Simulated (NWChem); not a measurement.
**CH4BFO (SMILES OCBF): levels of theory compared**

Aim: a comparison of 5 runs (HF/3-21G, B3LYP/6-31G*, M06-2X/def2-SVPD, PBE0/def2-SVPD, MP2/def2-SVPD) of CH4BFO. 

The results are computed with NWChem 7.3.0.

### Step 1. Starting point

CH4BFO has 8 atoms, charge 0, and is taken as a singlet. SMILES: `OCBF`. Geometry: relaxed at PBE0-D4/def2-TZVP. This is one conformer, not always the lowest.

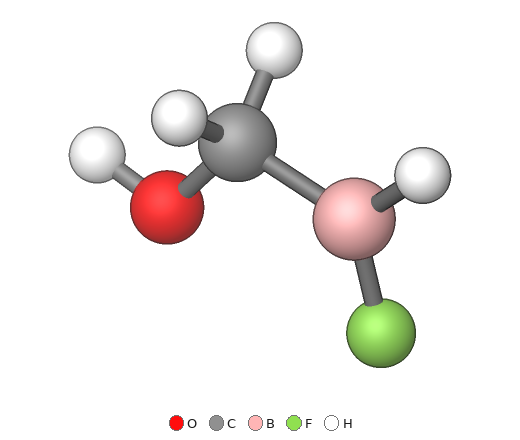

The structure, seen from a chosen angle (oxygen red, carbon grey, boron pink, fluorine green, hydrogen white).

### Step 2. Energy and gradient at HF/3-21G (run 1)

File run.py:

```python
from ase import Atoms
from ase.calculators.nwchem import NWChem

mol = Atoms('OCBFHHHH', positions=[
    [-1.240500, 0.762600, -0.169300],
    [0.117900, 0.425000, -0.013600],
    [0.368600, -1.112000, 0.076000],
    [-0.622900, -1.976700, 0.007200],
    [-1.319100, 1.717500, -0.217300],
    [0.563100, 0.872000, 0.893700],
    [0.744200, 0.799800, -0.843400],
    [1.481000, -1.545400, 0.210800],
])

calc = NWChem(
    label='ch4bfo',
    theory='scf',
    memory='2200 mb',
    basis='3-21G',
    basispar='spherical bse',
    scf={'nopen': '0', 'rhf': None, 'thresh': '1e-08', 'maxiter': '80', 'print': 'low'},
)
mol.calc = calc

forces = mol.get_forces()
e = mol.get_potential_energy()
print(f"E = {e:.6f} eV")
print("forces (eV/A):")
for s, f in zip(mol.symbols, forces):
    print(f"{s:2s} {f[0]:10.5f} {f[1]:10.5f} {f[2]:10.5f}")
```

Run with:

```
$ export ASE_NWCHEM_COMMAND="nwchem PREFIX.nwi > PREFIX.nwo"
$ python run.py
```

Output:

```text
E = -6473.875056 eV
forces (eV/A):
O    -0.82676   -0.08577   -0.08264
C     1.88359    0.20065    0.18728
B     0.96812    0.66777    0.07574
F    -1.02546   -1.13442   -0.06135
H    -0.32864    0.33162   -0.04808
H    -0.14969   -0.06453   -0.24611
H    -0.19762   -0.04479    0.21484
H    -0.32350    0.12953   -0.03970
```

The calculator wrote ch4bfo.nwi:

```
title "ch4bfo"

permanent_dir ch4bfo

scratch_dir ch4bfo

start ch4bfo

geometry units angstrom nocenter noautosym noautoz
  O  -1.2404999999999999e+00 7.6259999999999994e-01 -1.6930000000000001e-01
  C  1.1790000000000000e-01 4.2499999999999999e-01 -1.3599999999999999e-02
  B  3.6859999999999998e-01 -1.1120000000000001e+00 7.5999999999999998e-02
  F  -6.2290000000000001e-01 -1.9766999999999999e+00 7.1999999999999998e-03
  H  -1.3190999999999999e+00 1.7175000000000000e+00 -2.1729999999999999e-01
  H  5.6310000000000004e-01 8.7200000000000000e-01 8.9370000000000005e-01
  H  7.4419999999999997e-01 7.9979999999999996e-01 -8.4340000000000004e-01
  H  1.4810000000000001e+00 -1.5454000000000001e+00 2.1079999999999999e-01
end

memory 2200 mb

basis spherical bse noprint
   * library 3-21G
end

scf
  nopen 0
  rhf
  thresh 1e-08
  maxiter 80
  print low
end

task scf gradient
```

ch4bfo.nwo:

```text
Northwest Computational Chemistry Package (NWChem) 7.3.0
             --------------------------------------------------------

           Job information
           ---------------

    nwchem branch   = 7.3.0
    use scalapack   = T
    input           = ch4bfo.nwi
    prefix          = ch4bfo.
    data base       = ch4bfo/ch4bfo.db
    status          = startup
    nproc           =        1

           Memory information
           ------------------

[... 5 lines left out ...]
    hardfail = no
[... 112 lines left out ...]
       Final RHF  results
[... 3 lines left out ...]
      One-electron energy =   -548.694087657235
[... 1 line left out ...]
 Nuclear repulsion energy =    111.226624731259
[... 3 lines left out ...]
                              NWChem Gradients Module
                              -----------------------

                         RHF ENERGY GRADIENTS

    atom               coordinates                        gradient
                 x          y          z           x          y          z
   1 O      -2.344205   1.441105  -0.319931    0.016078   0.001668   0.001607
   2 C       0.222799   0.803134  -0.025700   -0.036630  -0.003902  -0.003642
   3 B       0.696553  -2.101375   0.143619   -0.018827  -0.012986  -0.001473
[... 4 lines of this table left out ...]
   8 H       2.798684  -2.920383   0.398354    0.006291  -0.002519   0.000772

 Task  times  cpu:        1.1s     wall:        1.1s
 Total times  cpu:        1.1s     wall:        1.1s
```

Run time: 2 s. Hardware: 1 thread of AMD EPYC 9R45 (Zen 5), shared host; peak memory 0.1 GiB.

### Step 3. Energy and gradient at B3LYP/6-31G(d) (spherical functions) (run 2)

File run.py:

```python
from ase import Atoms
from ase.calculators.nwchem import NWChem

atoms = Atoms(['O', 'C', 'B', 'F', 'H', 'H', 'H', 'H'], positions=[
    [-1.240500, 0.762600, -0.169300],
    [0.117900, 0.425000, -0.013600],
    [0.368600, -1.112000, 0.076000],
    [-0.622900, -1.976700, 0.007200],
    [-1.319100, 1.717500, -0.217300],
    [0.563100, 0.872000, 0.893700],
    [0.744200, 0.799800, -0.843400],
    [1.481000, -1.545400, 0.210800],
])

calc = NWChem(
    label='input',
    theory='dft',
    memory='2200 mb',
    basis='6-31G*',
    basispar='spherical bse',
    dft={'xc': 'b3lyp', 'mult': '1', 'grid': 'xfine', 'convergence': 'energy 1e-08', 'iterations': '100', 'mulliken': None, 'print': 'low'},
)
atoms.calc = calc

forces = atoms.get_forces()
print("Total energy (eV):", round(atoms.get_potential_energy(), 6))
print("forces (eV/A):")
for s, f in zip(atoms.symbols, forces):
    print(f"{s:2s} {f[0]:10.5f} {f[1]:10.5f} {f[2]:10.5f}")
```

Run with:

```
$ export ASE_NWCHEM_COMMAND="nwchem PREFIX.nwi > PREFIX.nwo"
$ python run.py
```

Output:

```text
Total energy (eV): -6543.057321
forces (eV/A):
O    -0.34000   -0.45694   -0.01646
C     0.22492    0.12192    0.01769
B     0.19890   -0.02571    0.02268
F    -0.22631   -0.24348   -0.01378
H    -0.01142    0.46012   -0.02031
H     0.07862    0.06860    0.09235
H     0.09657    0.06166   -0.07904
H    -0.02129    0.01388   -0.00314
```

The calculator wrote input.nwi:

```
title "input"

permanent_dir input

scratch_dir input

start input

geometry units angstrom nocenter noautosym noautoz
  O  -1.2404999999999999e+00 7.6259999999999994e-01 -1.6930000000000001e-01
  C  1.1790000000000000e-01 4.2499999999999999e-01 -1.3599999999999999e-02
  B  3.6859999999999998e-01 -1.1120000000000001e+00 7.5999999999999998e-02
  F  -6.2290000000000001e-01 -1.9766999999999999e+00 7.1999999999999998e-03
  H  -1.3190999999999999e+00 1.7175000000000000e+00 -2.1729999999999999e-01
  H  5.6310000000000004e-01 8.7200000000000000e-01 8.9370000000000005e-01
  H  7.4419999999999997e-01 7.9979999999999996e-01 -8.4340000000000004e-01
  H  1.4810000000000001e+00 -1.5454000000000001e+00 2.1079999999999999e-01
end

memory 2200 mb

basis spherical bse noprint
   * library 6-31G*
end

dft
  xc b3lyp
  mult 1
  grid xfine
  convergence energy 1e-08
  iterations 100
  mulliken
  print low
end

task dft gradient
```

input.nwo:

```text
Northwest Computational Chemistry Package (NWChem) 7.3.0
             --------------------------------------------------------

           Job information
           ---------------

    nwchem branch   = 7.3.0
    use scalapack   = T
    input           = input.nwi
    prefix          = input.
    data base       = input/input.db
    status          = startup
    nproc           =        1

           Memory information
           ------------------

[... 5 lines left out ...]
    hardfail = no
[... 40 lines left out ...]
            Nuclear Dipole moment (a.u.)
[... 87 lines left out ...]
         Total DFT energy =     -240.452923455905
[... 1 line left out ...]
           Coulomb energy =      229.270194288432
[... 1 line left out ...]
 Nuclear repulsion energy =      111.226624731259
[... 29 lines left out ...]
                         DFT ENERGY GRADIENTS

    atom               coordinates                        gradient
                 x          y          z           x          y          z
   1 O      -2.344205   1.441105  -0.319931    0.006612   0.008886   0.000320
   2 C       0.222799   0.803134  -0.025700   -0.004374  -0.002371  -0.000344
   3 B       0.696553  -2.101375   0.143619   -0.003868   0.000500  -0.000441
[... 4 lines of this table left out ...]
   8 H       2.798684  -2.920383   0.398354    0.000414  -0.000270   0.000061

 Task  times  cpu:       15.6s     wall:       15.6s
 Total times  cpu:       15.7s     wall:       15.7s
```

Run time: 17 s. Hardware: 1 thread of AMD EPYC 9R45 (Zen 5), shared host; peak memory 0.14 GiB.

Runs 3 to 4 aren't shown in full; the table further down has their settings and results.

### Step 4. Energy and forces at MP2/def2-SVPD (run 5)

File ch4bfo.nw:

```
start ch4bfo
title "CH4BFO"
memory 2200 mb

geometry units angstroms noautosym nocenter noautoz
 O       -1.240500       0.762600      -0.169300
 C        0.117900       0.425000      -0.013600
 B        0.368600      -1.112000       0.076000
 F       -0.622900      -1.976700       0.007200
 H       -1.319100       1.717500      -0.217300
 H        0.563100       0.872000       0.893700
 H        0.744200       0.799800      -0.843400
 H        1.481000      -1.545400       0.210800
end

basis spherical bse
 * library def2-SVPD
end

scf
 thresh 1e-08
 maxiter 80
 print low
end

mp2
 freeze core 4
 tight
end

task mp2 gradient
```

Run with:

```
$ nwchem ch4bfo.nw > ch4bfo.out
```

Output:

```text
[...]
  functions       =   118
[...]
  wavefunction    = RHF
[...]
         Total SCF energy =   -239.049758220167
      One-electron energy =   -549.997747112992
      Two-electron energy =    199.721364161566
 Nuclear repulsion energy =    111.226624731259
        Time for solution =     15.6s
[...]
          Total MP2 energy          -239.670067722029
[...]
                         mp2 ENERGY GRADIENTS
    atom               coordinates                        gradient
                 x          y          z           x          y          z
   1 O      -2.344205   1.441105  -0.319931    0.006325   0.001859   0.000583
   2 C       0.222799   0.803134  -0.025700   -0.005507  -0.001018  -0.000517
   3 B       0.696553  -2.101375   0.143619   -0.011824  -0.003404  -0.001116
   4 F      -1.177110  -3.735421   0.013606    0.012324   0.009208   0.000917
   5 H      -2.492738   3.245604  -0.410637    0.001769  -0.004382   0.000366
   6 H       1.064105   1.647841   1.688848   -0.000583  -0.001333  -0.002562
   7 H       1.406334   1.511403  -1.593795   -0.001110  -0.001127   0.002478
   8 H       2.798684  -2.920383   0.398354   -0.001394   0.000196  -0.000149
[...]
```

It took 47 s on 1 thread of AMD EPYC 9R45 (Zen 5), shared host; peak memory 0.52 GiB.

### Step 5. The series

```
run                               level  iteration cap  module  energy (Eh)  largest force (eV/Å)  wall time
  1                            HF/3-21G             80     scf  -237.910522                 1.903        2 s
  2  B3LYP/6-31G* (spherical functions)            100     dft  -240.452923                 0.570       17 s
  3                    M06-2X/def2-SVPD            100     dft  -240.202233                 0.275       27 s
  4                      PBE0/def2-SVPD            100     dft  -240.039143                 0.351       23 s
  5                       MP2/def2-SVPD             80     mp2  -239.670068                 0.792       47 s
```

### Step 6. Results

```
                                                      quantity          value
                                           run 5: total energy  -239.67007 Eh
run 5: dipole moment (of the density that the program reports)         2.73 D
            run 5: correlation energy (4 core orbitals frozen)     -620.3 mEh
                               run 5: largest force on an atom     0.792 eV/Å
```

**Reading.** Over runs 3, 4, 5 the dipole moment (its size) runs from 2.73 D (MP2/def2-SVPD) to 2.81 D (M06-2X/def2-SVPD). Totals of different functionals can't be ranked against each other. All runs together took 1.9 min, the longest 47 s.
